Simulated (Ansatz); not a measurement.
GaN (zinc blende)

```yaml
crystal:
  lattice:
    - [0.00000, 4.49817, 4.49817]
    - [2.24908, 2.24908, 4.49817]
    - [2.24908, 2.24908, 0.00000]
  atoms:
    - { symbol: N, position: [0.00000, 0.75000, 0.75000] }
    - { symbol: N, position: [0.50000, 0.75000, 0.75000] }
    - { symbol: Ga, position: [0.00000, 0.00000, 0.00000] }
    - { symbol: Ga, position: [0.50000, 0.00000, 0.00000] }
```

The atoms are displaced by Q × the pattern below (from a DFPT mode at X = (0.5, 0.5, 0.0), largest move 1; Q in Å), at fixed cell. (q is in reciprocal vectors of the primitive cell; the cell shown is doubled to hold the pattern.)

```json
[
 {"atom": "N1", "x": "0.000", "y": "0.000", "z": "-1.000"},
 {"atom": "N2", "x": "0.000", "y": "0.000", "z": "1.000"}
]
```

Atoms not listed stay in place.

All values below come from r2SCAN (plane waves to 500 eV, PAW, scalar-relativistic; Ansatz, an electronic-structure program). k mesh 13×13×13 (Γ-centred), Fermi-Dirac smearing 0.05 eV. Energies are smeared free energies. GaN was relaxed with its symmetry unable to fall. The PAW data are Ansatz's earlier set. The zero of ΔE is the undisplaced structure.

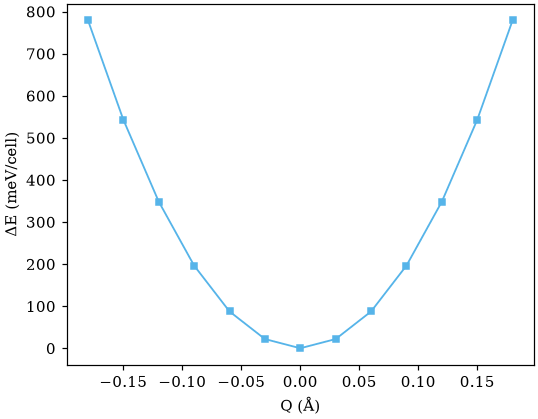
*ΔE (meV/cell) against Q (Å); one marker a computed point.*

**Question.** What is the energy change at Q = 0.180 Å?

**Answer.** About 780 meV/cell.

**Question.** What harmonic wavenumber does the curvature at Q = 0 give?

**Answer.** About 690 cm⁻¹.

(A displaced cell: forces are minus the slopes of the energy, force constants its curvatures, and phonons follow from these.)
